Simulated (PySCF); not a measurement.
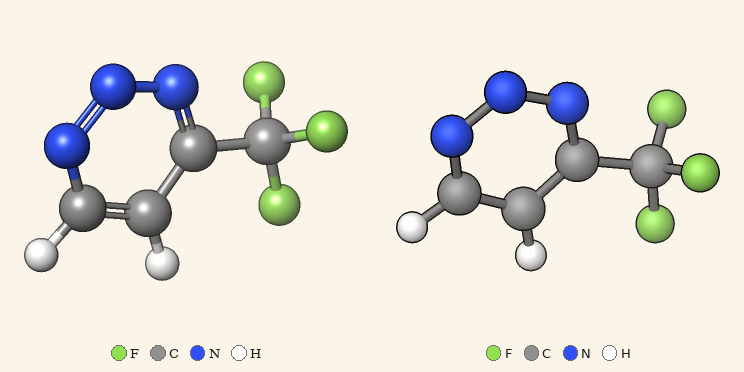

Two views of one molecule.

The geometry was computed by an optimisation with PBE0-D3(BJ)/def2-SVP. No frequency run is at hand to confirm it as a minimum.

Question: Count the atoms of each element.

Answer: C₄H₂F₃N₃, 12 atoms: 4 carbon, 2 hydrogen, 3 fluorine and 3 nitrogen.

Question: Describe its rings.

Answer: Independent rings (smallest set): 1 of 6 members, 1 of them aromatic.

Question: Write the SMILES.

Answer: FC(F)(F)c1ccnnn1

Question: How many bonds of each kind are drawn?

Answer: 3 C–F, 3 C–C, 2 C–N, 2 N–N, 2 C–H.

The parts below concern this one geometry. Atoms keep their numbers from picture to picture.

**Geometry**

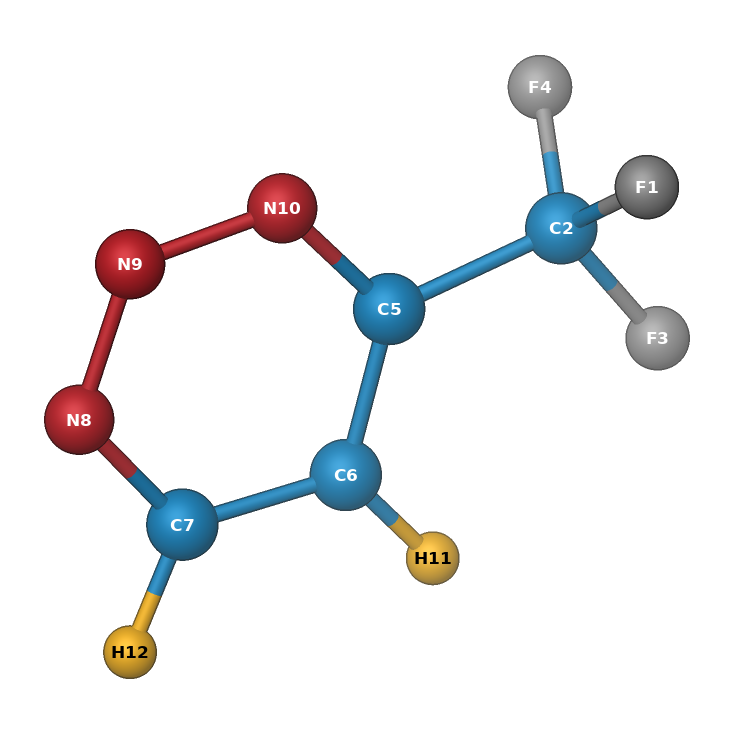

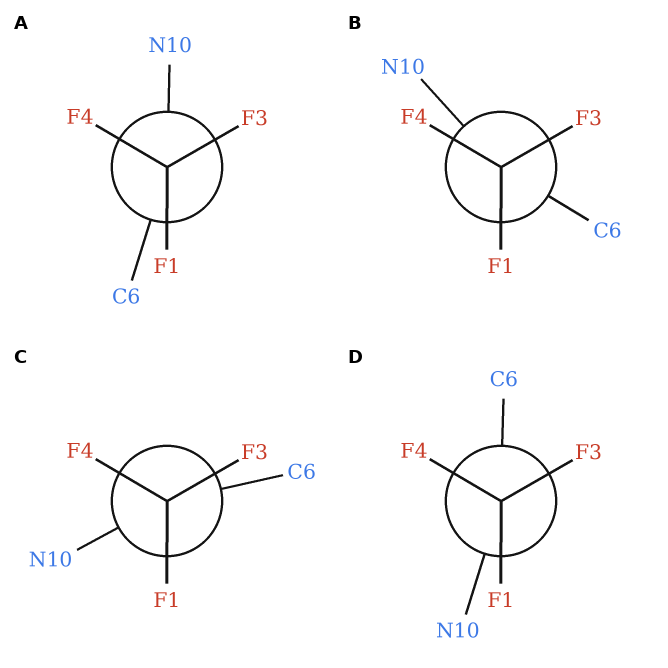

Distant atoms are faded towards the background colour. Bonds that would overlap in a projection are set slightly apart. No frequency run is at hand to confirm it as a minimum.

Question: Which Newman projection shows the view along C2–C5, with C2 in front?

Answer: C. The torsion angle F1–C2–C5–N10 is 61°, synclinal (gauche).

**Electronic properties**

No frequency run is at hand to confirm it as a minimum. Level of theory: PBE0/pcSseg-1 in acetone (IEF-PCM) (PySCF 2.14.0).

Question: What is the HOMO energy (Kohn–Sham orbital)?

Answer: −8.06 eV.

Question: Estimate the dipole moment.

Answer: 6.08 D.

Question: Give the HOMO–LUMO gap at this level.

Answer: 5.68 eV.

**Ring current**

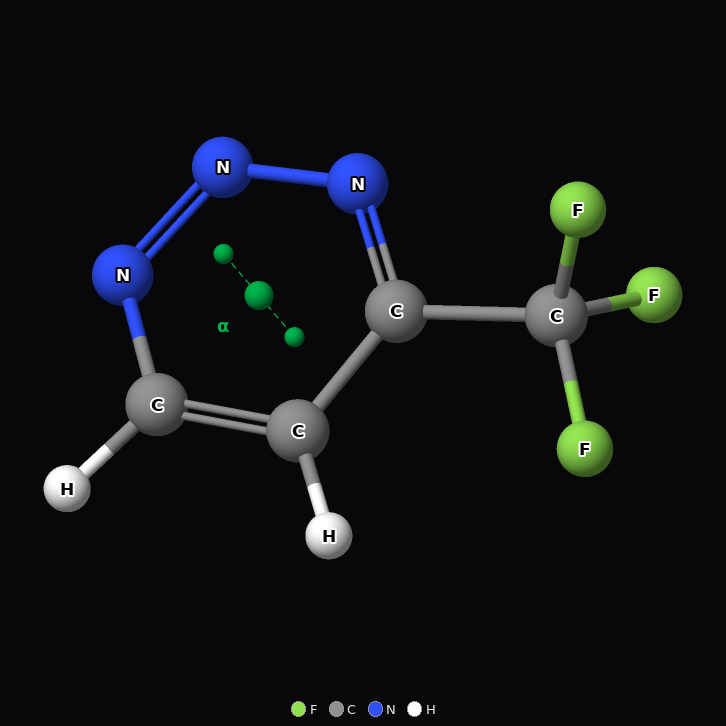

The small points mark where nucleus-independent chemical shifts (NICS) were computed: at the centre of each lettered ring and 1 Å above and below it. No frequency run is at hand to confirm it as a minimum. Method: GIAO PBE0/pcSseg-1 NMR shielding, non-relativistic, IEF-PCM benzene (PySCF 2.14.0).

Give NICS(0), NICS(1) and the out-of-plane component NICS(1)zz for each ring (means of the two sides).

```
ring  members  NICS(0)  NICS(1)  NICS(1)zz
   α     C3N3     −5.1    −11.9      −28.6
```

Values in ppm.

Question: What do the values say about the ring currents?

Answer: Ring α: diatropic, as in an aromatic ring. NICS is one index among several.

**Polarisability**

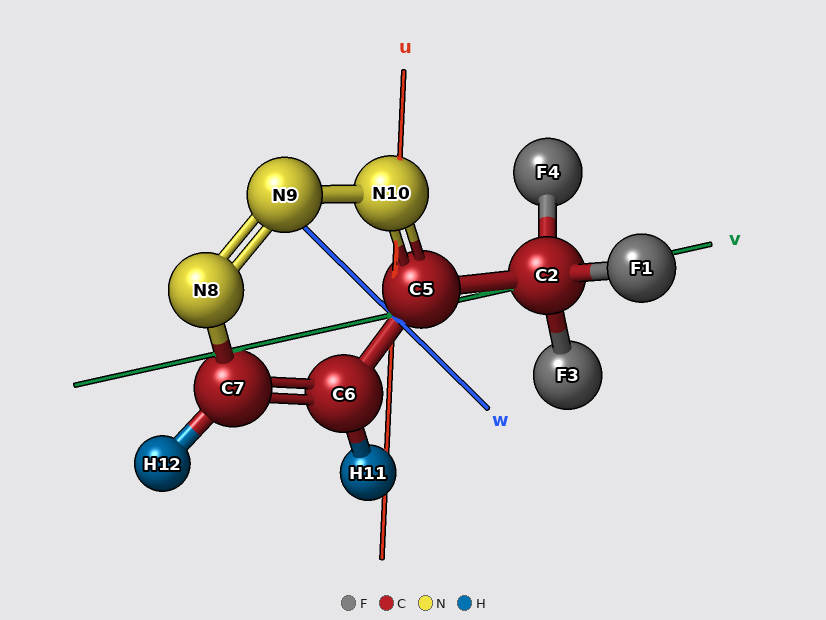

The lines u, v and w are the principal axes of the static dipole polarisability. No frequency run is at hand to confirm it as a minimum. Level of theory: CAM-B3LYP/def2-SVPD in acetone (IEF-PCM) (PySCF 2.14.0).

Question: Along which axis is the molecule most polarisable, and along which least?

Answer: Most along v (nearly parallel to the C2–C5 bond), least along w.

Question: Give the three principal values.

Answer: u 97.0, v 103.8, w 57.8 bohr³; mean 86.2, anisotropy 43.0 bohr³.

**Charges**

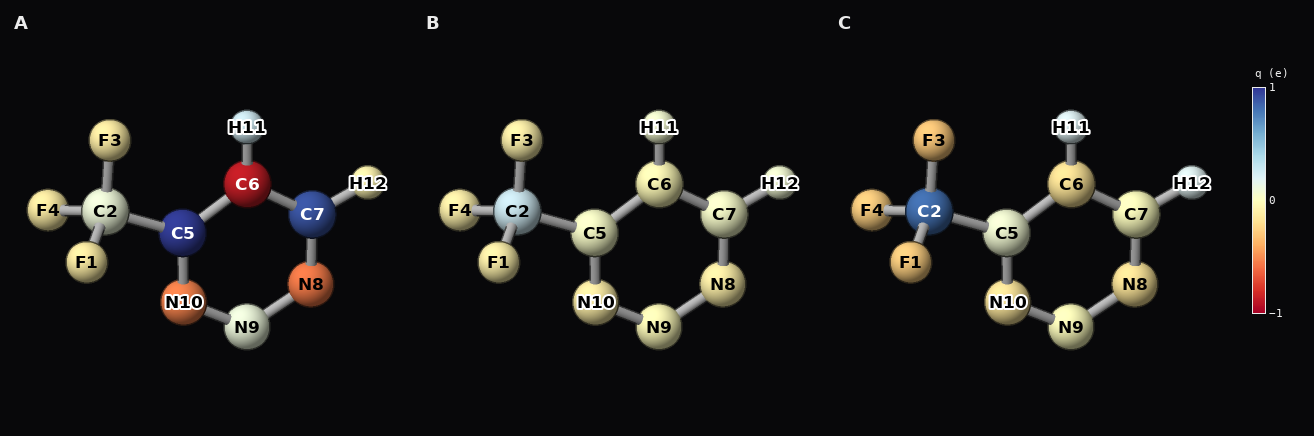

Atomic charges of one calculation by 3 schemes, on one colour scale. No frequency run is at hand to confirm it as a minimum. Computed with PBE0/pcSseg-1 (PySCF 2.14.0).

Question: The schemes are ESP-fitted, Hirshfeld, IAO. Which panel shows which?

Answer: A ESP-fitted, B Hirshfeld, C IAO.

List the charges (e), one line for each set of equivalent atoms. Atoms whose distances differ by more than 0.02 Å in this geometry are listed apart.

```csv
atom,ESP-fitted,Hirshfeld,IAO
F1,−0.11,−0.08,−0.26
C2,0.10,0.26,0.81
F3,−0.10,−0.08,−0.28
F4,−0.11,−0.08,−0.26
C5,0.98,0.03,0.08
C6,−0.87,−0.03,−0.16
C7,0.89,0.04,0.00
N8,−0.55,−0.09,−0.15
N9,0.11,−0.02,0.00
N10,−0.53,−0.10,−0.15
H11,0.25,0.07,0.19
H12,−0.06,0.08,0.18
```
